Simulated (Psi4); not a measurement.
**H3NO (hydroxylamine) at CCSD(T)/6-31G (density fitting)**

What is the energy change on altering one bond length of H3NO (hydroxylamine) at CCSD(T)/6-31G (density fitting)? 

Program for the calculation: Psi4 1.11.

## Step 1: Starting point

H3NO: 5 atoms, total charge 0, spin state singlet. SMILES: `NO`. The coordinates come from a GFN2-xTB relaxation. This is one conformer, not always the lowest.

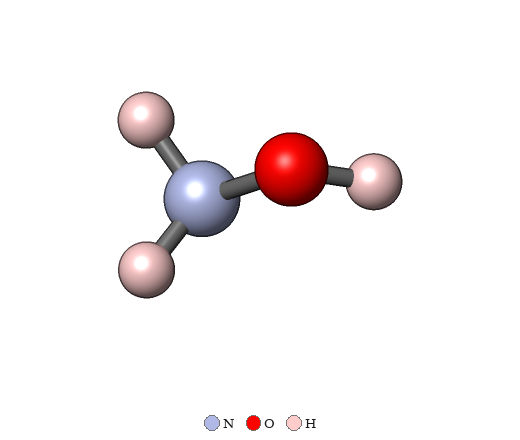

The structure, seen from a chosen angle (nitrogen light blue, oxygen red, hydrogen pink).

## Step 2: A single-point energy at CCSD(T)/6-31G (density fitting)

job.dat reads:

```
memory 1600 mb

molecule {
  0 1
  N     -0.178910    -0.366440    -0.312920
  O      0.371730     0.674250     0.501760
  H     -0.161770    -1.206140     0.265260
  H     -1.156690    -0.114310    -0.454620
  H      1.125640     1.012630     0.000530
  symmetry c1
  no_reorient
  no_com
}

set {
  basis 6-31G
  reference rhf
  scf_type df
  freeze_core true
}

energy("ccsd(t)")
print_variables()
```

Launch:

```console
$ psi4 -n 1 job.dat job.out
```

job.out, shortened:

```text
[...]
  Running in c1 symmetry.
[...]
  Nuclear repulsion =   39.301944041809605
[...]
  Multiplicity = 1
[...]
  Nalpha       = 9
  Nbeta        = 9
[...]
    Number of basis functions: 24
[...]
   @DF-RHF iter   1:  -130.87293995301803   -5.95357e-01   1.26965e-02 ADIIS/DIIS
[...]
   @DF-RHF iter  11:  -130.92405965308018   -6.25278e-13   4.51946e-09 DIIS
[...]
    Orbital Energies [Eh]
    ---------------------
    Doubly Occupied:
       1A    -20.588087     2A    -15.608678     3A     -1.403572
       4A     -1.086356     5A     -0.691858     6A     -0.669311
       7A     -0.607335     8A     -0.482005     9A     -0.417209
[...]
  @DF-RHF Final Energy:  -130.92405965308018
   => Energetics <=
    Nuclear Repulsion Energy =             39.3019440418096053
    One-Electron Energy =                -257.3431827576687851
    Two-Electron Energy =                  87.1171790627790017
    Total Energy =                       -130.9240596530801781
[...]
 Multipole Moments:
 ------------------------------------------------------------------------------------
     Multipole            Electronic (a.u.)      Nuclear  (a.u.)        Total (a.u.)
 ------------------------------------------------------------------------------------
 L = 1.  Multiply by 2.5417464519 to convert [e a0] to [Debye]
 Dipole X            :         -3.0341917            2.8887298           -0.1454619
 Dipole Y            :         -5.0258093            4.7641885           -0.2616207
 Dipole Z            :         -3.2612472            3.0893432           -0.1719040
 Magnitude           :                                                    0.3451892
[...]
      * MP2 total energy                      = -131.159932382658241
[...]
      * CCSD total energy                     = -131.175127679993921
[...]
      * CCSD(T) total energy                  = -131.179141453575511
[...]
```

It took 2.3 s on 1 thread of Intel Xeon 6975P-C (Granite Rapids), shared host; peak memory 0.18 GiB.

## Step 3: The distorted shape

input.json reads:

```json
{
  "schema_name": "qcschema_input",
  "schema_version": 1,
  "molecule": {
    "schema_name": "qcschema_molecule",
    "schema_version": 2,
    "symbols": ["N", "O", "H", "H", "H"],
    "geometry": [-0.36076384, 0.41828899, -1.3561525, 0.67979496, 2.38490807, 0.18336957, -0.305701, -2.27927427, 0.50126875, -2.20850025, 0.89474564, -1.6239267, 2.10447838, 3.02435359, -0.76381785],
    "molecular_charge": 0,
    "molecular_multiplicity": 1,
    "fix_symmetry": "c1",
    "fix_com": true,
    "fix_orientation": true
  },
  "driver": "energy",
  "model": {
    "method": "ccsd(t)",
    "basis": "6-31G"
  },
  "keywords": {
    "reference": "rhf",
    "scf_type": "df",
    "freeze_core": true
  }
}
```

Launch:

```console
$ psi4 --qcschema input.json -n 1 --memory 1600MB
```

stdout, shortened:

```text
[...]
  Running in c1 symmetry.
[...]
  Nuclear repulsion =   37.205148196969617
[...]
  Multiplicity = 1
[...]
  Nalpha       = 9
  Nbeta        = 9
[...]
    Number of basis functions: 24
[...]
   @DF-RHF iter   1:  -130.71004939681384   -8.02802e-01   1.36390e-02 DIIS/ADIIS
[...]
   @DF-RHF iter  13:  -130.78538504043675   -3.12639e-13   2.75664e-09 DIIS
[...]
    Orbital Energies [Eh]
    ---------------------
    Doubly Occupied:
       1A    -20.604172     2A    -15.669739     3A     -1.412297
       4A     -1.050020     5A     -0.679492     6A     -0.645576
       7A     -0.572541     8A     -0.452084     9A     -0.391840
[...]
  @DF-RHF Final Energy:  -130.78538504043675
   => Energetics <=
    Nuclear Repulsion Energy =             37.2051481969696169
    One-Electron Energy =                -253.0255450569308096
    Two-Electron Energy =                  85.0350118195244278
    Total Energy =                       -130.7853850404367790
[...]
 Multipole Moments:
 ------------------------------------------------------------------------------------
     Multipole            Electronic (a.u.)      Nuclear  (a.u.)        Total (a.u.)
 ------------------------------------------------------------------------------------
 L = 1.  Multiply by 2.5417464519 to convert [e a0] to [Debye]
 Dipole X            :         -2.6556805            2.5032899           -0.1523906
 Dipole Y            :        -23.6505317           23.6471125           -0.0034192
 Dipole Z            :          9.6335933           -9.9125867           -0.2789935
 Magnitude           :                                                    0.3179181
[...]
      * MP2 total energy                      = -131.050172985236628
[...]
      * CCSD total energy                     = -131.075986956739825
[...]
      * CCSD(T) total energy                  = -131.084234024679148
[...]
```

The result, in JSON:

```text
{
 "driver": "energy",
 "model": {
  "method": "ccsd(t)",
  "basis": "6-31G"
 },
 "success": true,
 "return_result": -131.08423402467915,
 "properties": {
  "calcinfo_nbasis": 24,
  "calcinfo_nmo": 24,
  "calcinfo_nalpha": 9,
  "calcinfo_nbeta": 9,
  "calcinfo_natom": 5,
  "nuclear_repulsion_energy": 37.20514819696962,
  "return_energy": -131.08423402467915,
  "scf_one_electron_energy": -253.0255450569308,
  "scf_two_electron_energy": 85.03501181952443,
  "scf_dipole_moment": [-0.1523905873148066, -0.0034192181080285877, -0.27899346060142527],
  "scf_total_energy": -130.78538504043675,
  "scf_iterations": 13,
  "mp2_same_spin_correlation_energy": -0.059153417007295594,
  "mp2_opposite_spin_correlation_energy": -0.20553402021496453,
  "mp2_singles_energy": -4.1659482393054055e-29,
  "mp2_doubles_energy": -0.2646874372222601,
  "mp2_correlation_energy": -0.2646874372222601,
  "mp2_total_energy": -131.05017298523663,
  "ccsd_same_spin_correlation_energy": -0.04437284541402517,
  "ccsd_opposite_spin_correlation_energy": -0.24612856331143015,
  "ccsd_singles_energy": 0.0,
  "ccsd_doubles_energy": -0.2905014087254553,
  "ccsd_correlation_energy": -0.29050140872545527,
  "ccsd_total_energy": -131.07598695673983,
  "ccsd_iterations": 18,
  "ccsd_prt_pr_correlation_energy": -0.2987484766647781,
  "ccsd_prt_pr_total_energy": -131.08423402467915
 }
}
```

It took 2.1 s on 1 thread of Intel Xeon 6975P-C (Granite Rapids), shared host; peak memory 0.19 GiB.

## Step 4: Outcome

Level: CCSD(T)/6-31G (density fitting), 2 core orbitals frozen.

```
                                                         quantity          value
                                        first shape: total energy  -131.17914 Eh
                 first shape: HOMO energy (Hartree–Fock orbitals)      -11.35 eV
                 first shape: LUMO energy (Hartree–Fock orbitals)        6.06 eV
               first shape: HOMO–LUMO gap (Hartree–Fock orbitals)       17.41 eV
         first shape: correlation energy (2 core orbitals frozen)     -255.0 mEh
                                      first shape: (T) correction      -4.01 mEh
                                       first shape: T1 diagnostic          0.009
                                    distorted shape: total energy  -131.08423 Eh
             distorted shape: HOMO energy (Hartree–Fock orbitals)      -10.66 eV
             distorted shape: LUMO energy (Hartree–Fock orbitals)        1.88 eV
           distorted shape: HOMO–LUMO gap (Hartree–Fock orbitals)       12.54 eV
     distorted shape: correlation energy (2 core orbitals frozen)     -298.7 mEh
                                  distorted shape: (T) correction      -8.25 mEh
                                   distorted shape: T1 diagnostic          0.018
energy change with the N1–H3 bond stretched from 1.020 to 1.733 Å       2.583 eV
```

In words: With the N1–H3 bond stretched from 1.020 to 1.733 Å the energy rises by 2.58 eV (249 kJ/mol). The first shape isn't relaxed at this level, so the change isn't measured from a minimum. The triples (first shape) make up 1.6 % of the correlation energy. The triples (distorted shape) make up 2.8 % of the correlation energy.
